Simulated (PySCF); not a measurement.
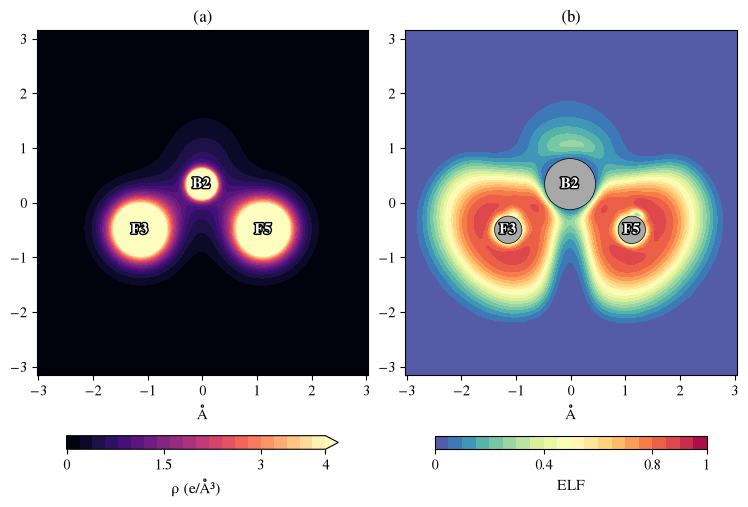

BF4 (SMILES F[B-](F)(F)F) (charge −1). (a) electron density; (b) electron localisation function on the plane of atoms F3, B2 and F5. Grey discs cover the atomic cores in the ELF map.

Geometry: GFN2-xTB, MD frame at 250 fs, 400 K.

Computed with PBE0/pcSseg-1, SCF density, gas phase, non-relativistic in PySCF.

Input file:

```
{"job": {"kind": "nmr", "xc": "PBE0", "basis": "pcSseg-1", "pop": false}, "charge": -1, "multiplicity": 1}
F     -1.027800     0.751600     0.889700
B     -0.359300     0.075500    -0.110200
F      0.833500    -0.505800     0.357200
F     -1.243100    -0.877400    -0.765200
F      0.004100     1.118200    -0.978900
```

Run with:

```sh
OMP_NUM_THREADS=1 python probes_run.py task.json out
```

**Describe what can be read from this map.**

Atoms in the plane: B and F.
B–F (1.41 Å): ρ is about 1.8 e/Å³ halfway; the ELF peaks at about 0.85 between the atoms (a shared but strongly polarised pair).
The ELF also peaks beside F3 and F5, away from the bonds: lone-pair regions.
